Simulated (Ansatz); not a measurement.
**Run report: GaH₃ClO₂F, single-point calculation**

System: GaH₃ClO₂F.
Method: RKS PBE0-D4/def2-TZVPP (Ansatz 0.2.0).

The geometry is a transition state. The reaction was set up to form Ga1–Cl6 and F2–H5 and to break Ga1–F2 and H5–Cl6 (atoms counted from 1 in the order of the input); sticks are drawn by distance alone. The geometry comes from this level: PBE0-D4/def2-TZVP.

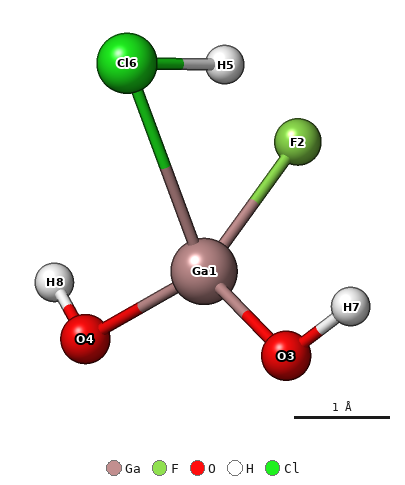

The input geometry (ball-and-stick view, seen at a tilt; atoms are numbered from 1 in the order of the input). Sticks mark near contacts. Bond lengths as drawn: Cl–Ga 2.51 Å, Cl–H 1.41 Å, F–Ga 1.87 Å, Ga–O 1.76 Å and H–O 0.96 Å.

## Results in brief

| quantity | value |
| --- | --- |
| outcome | converged |
| total energy | −71749.3549 eV |
| mean-field energy | −71749.2064 eV |
| dispersion energy | −0.1485 eV |
| SCF solution under orbital rotations | stable |
| HOMO | −9.16 eV |
| LUMO | −0.95 eV |
| hardware | 8 threads of Intel Xeon, 31 GiB of memory available, shared host |
| wall time | 1.1 s (CPU time 6.5 s) |
| peak memory | 0.71 GiB |

## The input
```yaml
crystal:
  periodic: [false, false, false]
  atoms:
    - {symbol: Ga, position_ang: [-0.437549, -0.078181, 0.109285]}
    - {symbol: F, position_ang: [0.563445, 1.483990, -0.147379]}
    - {symbol: O, position_ang: [-1.520013, -0.489628, -1.218644]}
    - {symbol: O, position_ang: [-0.766530, -0.466146, 1.796219]}
    - {symbol: H, position_ang: [1.579751, 0.604206, -0.396713]}
    - {symbol: Cl, position_ang: [1.909207, -0.764849, -0.473779]}
    - {symbol: H, position_ang: [-1.217244, -0.173252, -2.072584]}
    - {symbol: H, position_ang: [-0.111070, -0.116141, 2.403494]}
basis:
  gaussian: {orbitals: def2-TZVPP}
hamiltonian: {xc: pbe0, dispersion: d4}
output: {orbitals: {seedname: orbitals}}
```

Run as:
```bash
ansatz run in.yaml --threads 8 --pin off --events-out ev --progress --plain --max-ram 19148MiB
```

## Log
```
Functional definition: PBE0
  name "PBE0"
  cite "Adamo & Barone, J. Chem. Phys. 110, 6158 (1999) doi:10.1063/1.478522"
  cite "Perdew, Burke & Ernzerhof, Phys. Rev. Lett. 77, 3865 (1996) doi:10.1103/PhysRevLett.77.3865"
  parent pbe
  parameter a = 0.25
  parameter kappa = 0.804
  parameter beta = 0.06672455060314922
  exchange = (1 - a)*pbe_x(kappa = kappa, mu = beta*pi^2/3) + a*exact_x
  correlation = pbe_c(beta = beta)
1373 factors; their error is unknown
mean field evaluation 1: about -71737.6934 eV, gradient 8.6e1 eV
mean field evaluation 2: about -71706.6077 eV, gradient 1.6e2 eV
mean field evaluation 4: about -71748.8541 eV, gradient 9.4e0 eV
mean field evaluation 8: about -71749.2063 eV, gradient 2.4e-1 eV
mean field evaluation 16: about -71749.2064 eV, gradient 1.8e-5 eV
mean field -71749.20638531 eV, -2636.7347013012 hartree, gradient 1.8e-5 eV, S^2 0.000000; 0 other end points of the search recorded, 0 dependent functions left out
reference -71749.20641422 eV, -2636.7347023637 hartree; 38, 38 occupied and 187, 187 virtual orbitals, 1373 factors
Total energy: -71749.35492062 eV, -2636.7401598733 hartree
```

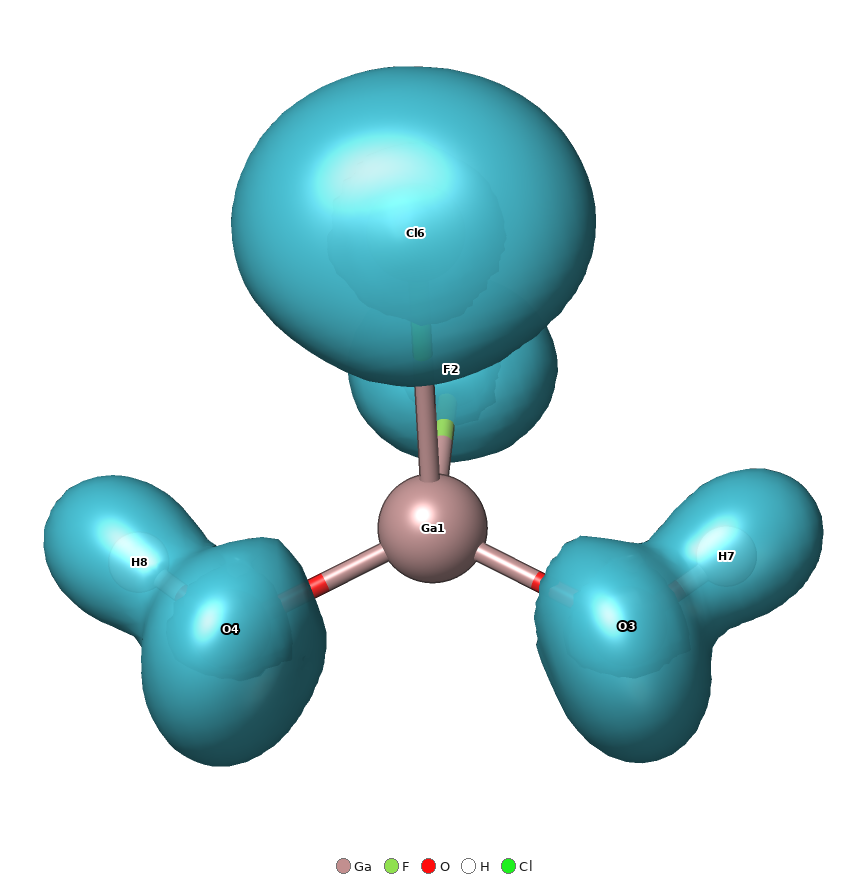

Isosurface of the ELF at 0.75 (cyan), seen face on. Core shells and regions of very low density are left out. Along the contacts the grid gives the following. Ga–O (1.76 Å): the ELF peaks at about 0.85 in the valence shell of O, 0.6 Å from its nucleus, and is about 0.25 at the midpoint. Ga–F (1.87 Å): the ELF peaks at about 0.85 in the valence shell of F, 0.5 Å from its nucleus, and is about 0.15 at the midpoint.

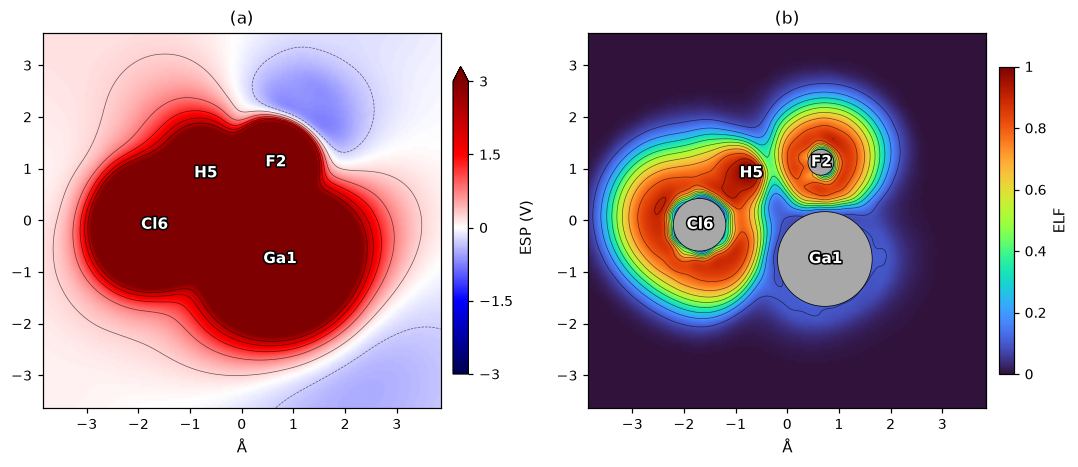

(a) electrostatic potential; (b) electron localisation function on the plane of atoms Ga1, Cl6 and H5. Grey discs, where drawn, cover atomic cores. The section cuts through Ga, F, H and Cl sites. Ga–F (1.87 Å): the ELF peaks at about 0.85 in the valence shell of F, 0.5 Å from its nucleus, and is about 0.15 at the midpoint. Ga–Cl (2.51 Å): the ELF peaks at about 0.80 in the valence shell of Cl, 0.8 Å from its nucleus, and is about 0.45 at the midpoint, which marks ionic bonding with no shared pair. Cl–H (1.41 Å): the ELF climbs to about 1 towards the hydrogen, as it does in any bond to H; a covalent bond by its length.

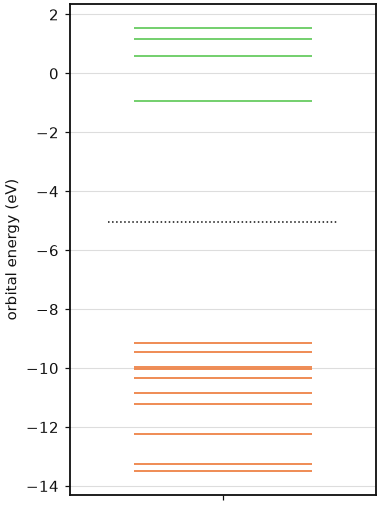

Orbital energies near the frontier; the dotted line parts filled from empty levels, and levels within 0.02 eV of each other stand side by side. Highest filled −9.16 eV, lowest empty −0.95 eV, 8.21 eV apart.
